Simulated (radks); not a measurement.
# Run report: Nd (charge +0.5), atomic calculation

Nd with charge +0.5 in the configuration [Xe] 4f4.5 6s1. Computed at this level: scalar-relativistic Kohn-Sham, LDA (Slater exchange, Perdew-Wang correlation), spin-unpolarised, spherical densities, finite nucleus (the in-house radial solver radks).

### Input
```
Z 60
configuration [Xe] 4f4.5 6s1
relativity scalar-relativistic
functional lda,pw
spin unpolarised
nucleus finite rms 4.9123 fm
c 137.035999084
```

Energies in input and log are in hartree, lengths in bohr (the nuclear radius in fm).

Hardware: 1 CPU thread, shared host.

### The program's output
```
1s      1   2.0000       -1593.24846220
2s      1   2.0000        -257.73548145
2p      1   6.0000        -230.53396459
3s      1   2.0000         -55.87956434
3p      1   6.0000         -47.29747286
3d      1  10.0000         -35.35474564
4s      1   2.0000         -11.08381943
4p      1   6.0000          -8.27210568
4d      1  10.0000          -4.27373179
4f      1   4.5000          -0.08121364
5s      1   2.0000          -1.52078156
5p      1   6.0000          -0.85477534
6s      1   1.0000          -0.20026802
Etot -9616.44729411417
Ekin 10231.240432862971
Encl -23361.651441487455
Eh 3729.254656630991
Exc -215.29094212067645
err 1.080079237240947e-08
it 15
```

### Slater integrals of the outer shells (hartree)

```csv
integral,value
"F0(4f,4f)",0.8023
"F2(4f,4f)",0.3548
"F4(4f,4f)",0.2181
"F6(4f,4f)",0.1558
"F0(4f,6s)",0.2686
"G3(4f,6s)",0.0155
"F0(4f,5p)",0.5841
"F2(4f,5p)",0.2181
"G2(4f,5p)",0.1374
"G4(4f,5p)",0.1004
"F0(4f,5s)",0.6568
"G3(4f,5s)",0.1476
"F0(6s,6s)",0.2094
"F0(6s,5p)",0.2614
```

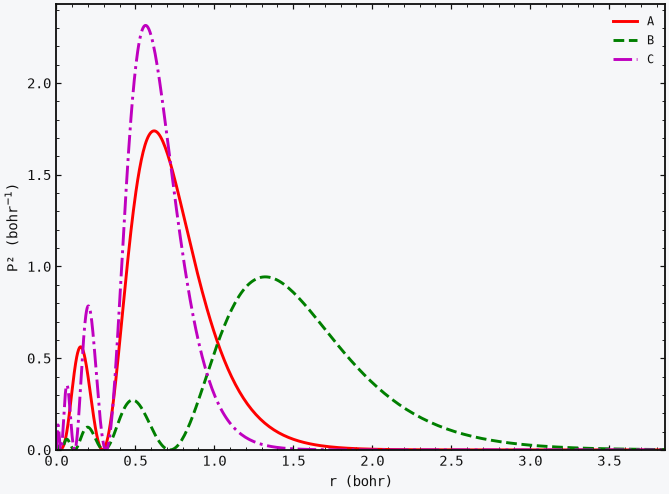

**Figure 1.** The radial probability densities P² of 4d, 5s and 4s. A is 4d; B is 5s; C is 4s. 4s: outer maximum at 0.565 bohr, ⟨r⟩ = 0.608 bohr, 3 nodes, eigenvalue −301.6 eV; 4d: outer maximum at 0.619 bohr, ⟨r⟩ = 0.709 bohr, 1 node, eigenvalue −116.3 eV; 5s: outer maximum at 1.32 bohr, ⟨r⟩ = 1.48 bohr, 4 nodes, eigenvalue −41.4 eV. The innermost lobes are too small to be seen at this scale.

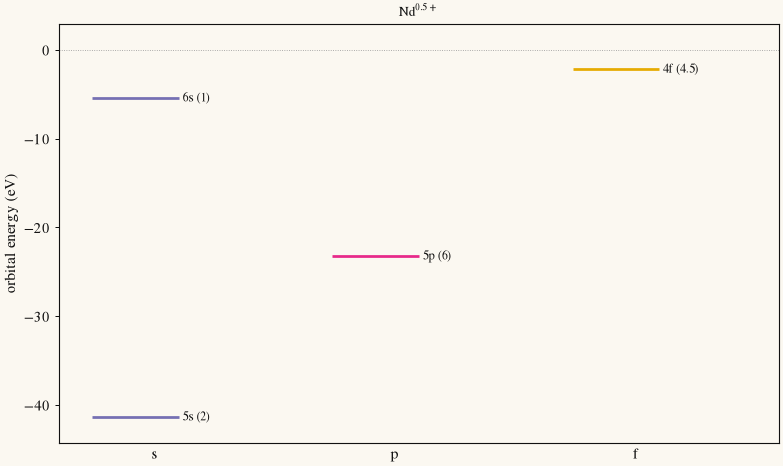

**Figure 2.** The outer levels are drawn by angular momentum (occupations in brackets). The highest occupied level is 4f at −2.21 eV. From the top down the occupied levels run 4f (−2.21 eV), 6s (−5.45 eV), 5p (−23.3 eV), 5s (−41.4 eV).

### Results in brief

| quantity | value |
| --- | --- |
| outcome | converged |
| total energy | −9616.4473 hartree |
| kinetic energy | 10231.2404 hartree |
| electron–nucleus energy | −23361.6514 hartree |
| Hartree energy | 3729.2547 hartree |
| exchange–correlation energy | −215.290942 hartree |
| radius at density 0.001 e/bohr³ | 4.76 bohr |
| SCF iterations | 15 |
